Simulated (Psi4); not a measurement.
# B2H4F− (SMILES B[BH2-]F): levels of theory compared

Aim: a comparison of 4 runs (HF/STO-3G, HF/3-21G, B3LYP/6-31G*, CCD/cc-pCVDZ) of B2H4F−. 

The calculation is run with Psi4 1.11.

3 further runs of the same task are left out: 3 set aside as unsound or not needed.

## 1. The structure to begin with

The species is B2H4F− (7 atoms), meant as a singlet with charge -1. As SMILES, `B[BH2-]F`. Geometry: relaxed at GFN2-xTB.

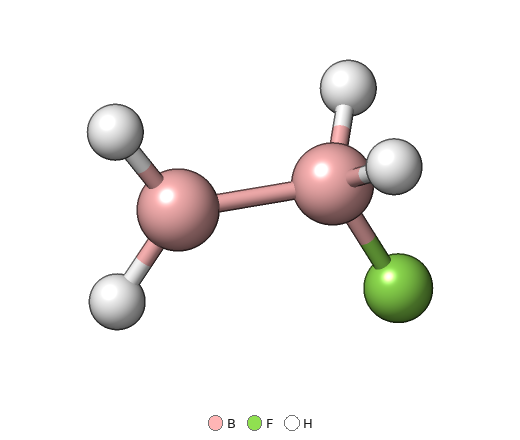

The structure, seen from a chosen angle (boron pink, fluorine green, hydrogen white).

## 2. A single-point energy at HF/STO-3G (run 1)

File b2fh4.xyz:

```xyz
7
B2FH4
B     -0.557490    -0.547080    -0.606600
B      0.368860     0.392230     0.434760
F      1.833710     0.217080     0.299000
H     -1.752900    -0.488230    -0.588920
H     -0.165490    -1.324120    -1.424330
H      0.111990     0.150390     1.619360
H      0.161310     1.599740     0.266740
```

File run.py:

```python
import psi4

psi4.set_memory(1600000000)
psi4.set_num_threads(1)
psi4.core.set_output_file('run.log', False)

with open('b2fh4.xyz') as f:
    atoms = ''.join(f.readlines()[2:])
mol = psi4.geometry('-1 1\n' + atoms + 'symmetry c1')

options = {'basis': 'STO-3G', 'puream': True, 'e_convergence': 1e-09, 'd_convergence': 1e-08, 'scf_type': 'pk'}
psi4.set_options(options)

e_tot, wfn = psi4.energy('scf', molecule=mol, return_wfn=True)
print('E =', round(e_tot, 9))
```

The run is started by

```
python run.py
```

run.log:

```text
[...]
  Running in c1 symmetry.
[...]
  Nuclear repulsion =   54.246339642168934
[...]
  Multiplicity = 1
[...]
  Nalpha       = 12
  Nbeta        = 12
[...]
    Number of basis functions: 19
[...]
   @RHF iter   1:  -148.93370726950718   -2.48139e+00   1.04208e-02 ADIIS/DIIS
[...]
   @RHF iter  10:  -148.97370242732359   -1.42109e-13   2.92458e-09 DIIS
[...]
    Orbital Energies [Eh]
    ---------------------
    Doubly Occupied:
       1A    -25.467203     2A     -7.110793     3A     -7.020109
       4A     -1.080488     5A     -0.428960     6A     -0.322958
       7A     -0.219780     8A     -0.175123     9A     -0.153999
      10A     -0.113464    11A     -0.040779    12A     -0.022355
[...]
  @RHF Final Energy:  -148.97370242732359
   => Energetics <=
    Nuclear Repulsion Energy =             54.2463396421689339
    One-Electron Energy =                -322.1280617745733821
    Two-Electron Energy =                 118.9080197050808323
    Total Energy =                       -148.9737024273235875
[...]
 Multipole Moments:
 ------------------------------------------------------------------------------------
     Multipole            Electronic (a.u.)      Nuclear  (a.u.)        Total (a.u.)
 ------------------------------------------------------------------------------------
 L = 1.  Multiply by 2.5417464519 to convert [e a0] to [Debye]
 Dipole X            :          4.0787750           -3.7130195            0.3657555
 Dipole Y            :         -0.2450347           -0.1624810           -0.4075157
 Dipole Z            :         -0.1123561           -0.3104543           -0.4228105
 Magnitude           :                                                    0.6918199
[...]
```

On the terminal:

```text
E = -148.973702427
```

Wall time 2.7 s (1 thread of AMD EPYC 7R43 (Zen 3), shared host); peak memory 0.17 GiB.

## 3. Energy and forces at HF/3-21G (run 2)

File job.py:

```python
import psi4

psi4.set_memory('1600 MB')
psi4.set_num_threads(1)
psi4.core.set_output_file('psi4.out', False)

mol = psi4.geometry("""
-1 1
B     -0.557490    -0.547080    -0.606600
B      0.368860     0.392230     0.434760
F      1.833710     0.217080     0.299000
H     -1.752900    -0.488230    -0.588920
H     -0.165490    -1.324120    -1.424330
H      0.111990     0.150390     1.619360
H      0.161310     1.599740     0.266740
symmetry c1
no_reorient
no_com
""")

psi4.set_options({
    'puream': True,
    'e_convergence': 1e-09,
    'd_convergence': 1e-08,
    'scf_type': 'pk',
})

e_tot = psi4.gradient('scf/3-21G')
print('gradient / Eh bohr^-1')
print(e_tot.np.round(6))
for k, v in sorted(psi4.core.scalar_variables().items()):
    print(f'{k:45s} {v:18.10f}')
```

The run is started by

```
python job.py
```

psi4.out:

```text
[...]
  Running in c1 symmetry.
[...]
  Nuclear repulsion =   54.246339642168934
[...]
  Multiplicity = 1
[...]
  Nalpha       = 12
  Nbeta        = 12
[...]
    Number of basis functions: 35
[...]
   @RHF iter   1:  -150.24635824633035   -1.20976e+00   9.45330e-03 ADIIS/DIIS
[...]
   @RHF iter  10:  -150.30770536623078   -4.57590e-12   9.75102e-09 DIIS
[...]
    Orbital Energies [Eh]
    ---------------------
    Doubly Occupied:
       1A    -25.820237     2A     -7.327523     3A     -7.283269
       4A     -1.234219     5A     -0.514655     6A     -0.430365
       7A     -0.340715     8A     -0.340652     9A     -0.310740
      10A     -0.264072    11A     -0.176907    12A     -0.151477
[...]
  @RHF Final Energy:  -150.30770536623078
   => Energetics <=
    Nuclear Repulsion Energy =             54.2463396421689339
    One-Electron Energy =                -320.7184294031387140
    Two-Electron Energy =                 116.1643843947389882
    Total Energy =                       -150.3077053662307776
[...]
  -Total Gradient:
     Atom            X                  Y                   Z
    ------   -----------------  -----------------  -----------------
       1        0.002768516516    -0.002657451793    -0.002775177808
       2       -0.035881786557    -0.007304178257    -0.008709386426
       3        0.003945983610     0.004578134266     0.004910571405
       4        0.008721085620    -0.000874417809    -0.000620187684
       5       -0.004045223380     0.005753108170     0.006027492126
       6        0.012306513810     0.002724436040    -0.001786680716
       7        0.012184910379    -0.002219630618     0.002953369104
[...]
```

Standard output:

```text
gradient / Eh bohr^-1
[[ 0.002769 -0.002657 -0.002775]
 [-0.035882 -0.007304 -0.008709]
 [ 0.003946  0.004578  0.004911]
 [ 0.008721 -0.000874 -0.00062 ]
 [-0.004045  0.005753  0.006027]
 [ 0.012307  0.002724 -0.001787]
 [ 0.012185 -0.00222   0.002953]]
CURRENT ENERGY                                   -150.3077053662
CURRENT REFERENCE ENERGY                         -150.3077053662
DD SOLVATION ENERGY                                 0.0000000000
HF KINETIC ENERGY                                 150.0381232085
HF POTENTIAL ENERGY                              -300.3458285748
HF TOTAL ENERGY                                  -150.3077053662
HF VIRIAL RATIO                                     2.0017967577
NUCLEAR REPULSION ENERGY                           54.2463396422
ONE-ELECTRON ENERGY                              -320.7184294031
PCM POLARIZATION ENERGY                             0.0000000000
PE ENERGY                                           0.0000000000
SCF ITERATION ENERGY                             -150.3077053662
SCF ITERATIONS                                     10.0000000000
SCF TOTAL ENERGY                                 -150.3077053662
TWO-ELECTRON ENERGY                               116.1643843947
```

It took 2.9 s on 1 thread of AMD EPYC 7R43 (Zen 3), shared host; peak memory 0.17 GiB.

Run 3 isn't shown in full; the table further down has it.

## 4. The energy at CCD/cc-pCVDZ (density fitting, density fitting for correlation) (run 4)

File input.json:

```json
{
  "schema_name": "qcschema_input",
  "schema_version": 1,
  "molecule": {
    "schema_name": "qcschema_molecule",
    "schema_version": 2,
    "symbols": ["B", "B", "F", "H", "H", "H", "H"],
    "geometry": [-1.05350342, -1.03383137, -1.14630787, 0.69704438, 0.74120728, 0.82157733, 3.46520969, 0.41022175, 0.56502811, -3.31250092, -0.92262099, -1.11289751, -0.31273078, -2.50222416, -2.69159361, 0.21163043, 0.28419591, 3.0601469, 0.30483172, 3.02307047, 0.50406555],
    "molecular_charge": -1,
    "molecular_multiplicity": 1,
    "fix_symmetry": "c1",
    "fix_com": true,
    "fix_orientation": true
  },
  "driver": "energy",
  "model": {
    "method": "ccd",
    "basis": "cc-pCVDZ"
  },
  "keywords": {
    "reference": "rhf",
    "freeze_core": true,
    "cc_type": "df",
    "scf_type": "df"
  }
}
```

The run is started by

```
psi4 --qcschema input.json -n 1 --memory 1600MB
```

stdout:

```text
[...]
  Running in c1 symmetry.
[...]
  Nuclear repulsion =   54.246339671864014
[...]
  Multiplicity = 1
[...]
  Nalpha       = 12
  Nbeta        = 12
[...]
    Number of basis functions: 74
[...]
   @DF-RHF iter   1:  -151.05246011543338   -1.12654e+00   5.06615e-03 ADIIS/DIIS
[...]
   @DF-RHF iter  11:  -151.13912074559053   -1.05160e-12   2.31955e-09 DIIS
[...]
    Orbital Energies [Eh]
    ---------------------
    Doubly Occupied:
       1A    -25.980845     2A     -7.382787     3A     -7.341678
       4A     -1.270542     5A     -0.523860     6A     -0.446612
       7A     -0.368108     8A     -0.367347     9A     -0.327713
      10A     -0.272374    11A     -0.188786    12A     -0.161526
[...]
  @DF-RHF Final Energy:  -151.13912074559053
   => Energetics <=
    Nuclear Repulsion Energy =             54.2463396718640141
    One-Electron Energy =                -321.5065670853709321
    Two-Electron Energy =                 116.1211066679163935
    Total Energy =                       -151.1391207455905317
[...]
 Multipole Moments:
 ------------------------------------------------------------------------------------
     Multipole            Electronic (a.u.)      Nuclear  (a.u.)        Total (a.u.)
 ------------------------------------------------------------------------------------
 L = 1.  Multiply by 2.5417464519 to convert [e a0] to [Debye]
 Dipole X            :        -27.3706256           26.2958225           -1.0748032
 Dipole Y            :         -2.5824761            2.1112965           -0.4711796
 Dipole Z            :         -3.7641959            3.2213216           -0.5428742
 Magnitude           :                                                    1.2930292
[...]
	DF-MP2 Total Energy (a.u.)         :  -151.52887309809947
[...]
```

The result, in JSON:

```text
{
 "driver": "energy",
 "model": {
  "method": "ccd",
  "basis": "cc-pCVDZ"
 },
 "success": true,
 "return_result": -151.56366345763166,
 "properties": {
  "calcinfo_nbasis": 74,
  "calcinfo_nmo": 74,
  "calcinfo_nalpha": 12,
  "calcinfo_nbeta": 12,
  "calcinfo_natom": 7,
  "nuclear_repulsion_energy": 54.246339671864014,
  "return_energy": -151.56366345763166,
  "scf_one_electron_energy": -321.50656708537093,
  "scf_two_electron_energy": 116.1211066679164,
  "scf_dipole_moment": [-1.0748031854566875, -0.4711795850809928, -0.5428742388021117],
  "scf_total_energy": -151.13912074559053,
  "scf_iterations": 11,
  "mp2_singles_energy": 0.0,
  "mp2_doubles_energy": -0.38975235250892637,
  "mp2_correlation_energy": -0.3897523525089355,
  "mp2_total_energy": -151.52887309809947
 }
}
```

It took 8.4 s on 1 thread of AMD EPYC 7R43 (Zen 3), shared host; peak memory 0.28 GiB.

## 5. Overview of the runs

| run | level | task | Cartesian functions | energy (Eh) | HOMO energy (eV) | LUMO energy (eV) | HOMO–LUMO gap (eV) | wall time |
| --- | --- | --- | --- | --- | --- | --- | --- | --- |
| 1 | HF/STO-3G | energy | no | -148.973702 | -0.61 | 13.62 | 14.23 | 2.7 s |
| 2 | HF/3-21G | gradient | no | -150.307705 | -4.12 | 8.02 | 12.14 | 2.9 s |
| 3 | B3LYP/6-31G* (Cartesian functions) | gradient | yes | -151.967823 | -0.29 | 4.53 | 4.82 | 15 s |
| 4 | CCD/cc-pCVDZ (density fitting, density fitting for correlation) | energy | no | -151.563663 | -4.40 | 7.57 | 11.97 | 8.4 s |

## 6. What came out

| quantity | value |
| --- | --- |
| run 4: total energy | -151.56366 Eh |
| run 4: HOMO energy (Hartree–Fock orbitals) | -4.40 eV |
| run 4: LUMO energy (Hartree–Fock orbitals) | 7.57 eV |
| run 4: HOMO–LUMO gap (to an unbound level, set by the basis) | 11.97 eV |
| run 4: correlation energy (3 core orbitals frozen) | -424.5 mEh |

**Reading.** Over runs 1, 2, 3 the HOMO–LUMO gap runs from 4.82 eV (B3LYP/6-31G*) to 14.23 eV (HF/STO-3G). The two ends differ in method and basis. The empty levels of an anion lie above zero and hang on the basis. In run 1 the basis is minimal, so the values are rough. All runs together took 29 s, the longest 15 s.
